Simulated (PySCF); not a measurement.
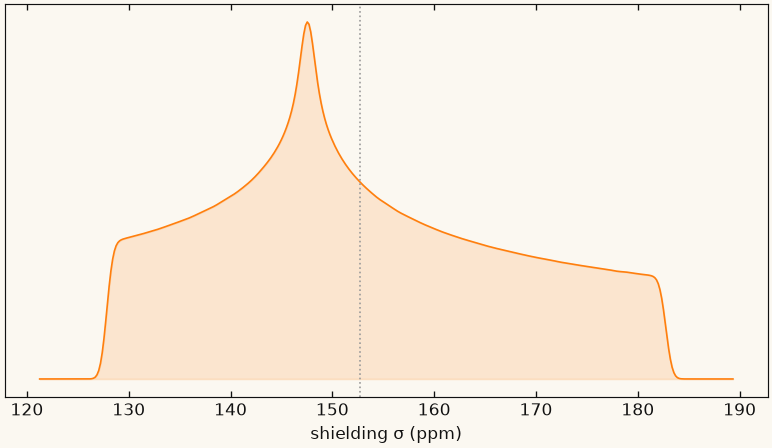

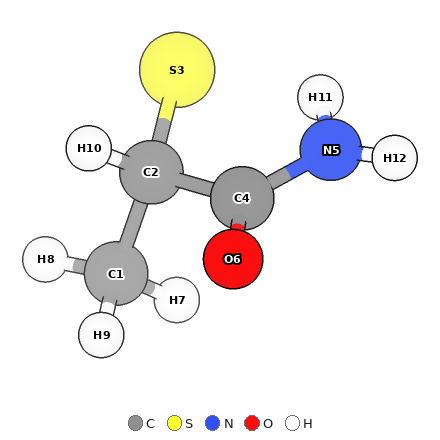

Static powder pattern (¹³C) from GIAO shielding tensors of C₃H₆NOS⁻, SMILES C[C@H]([S-])C(N)=O, PBE0/pcSseg-1 in PySCF 2.14.0, at a PBE0-D3(BJ)/def2-SVP geometry (no frequency check); absolute shielding, one fixed geometry of the isolated molecule without any motion, no dipolar terms. The dotted line is the isotropic value; skew is 3(σiso − σ22)/span.

**The pattern belongs to C1. Give the principal values, span and skew.**

C1: σ11, σ22, σ33 = 128, 148, 183 ppm, isotropic 153, span 55 ppm, skew 0.28.

Known limits of this run: an anion in a basis that has no diffuse functions; one conformer of a flexible molecule.
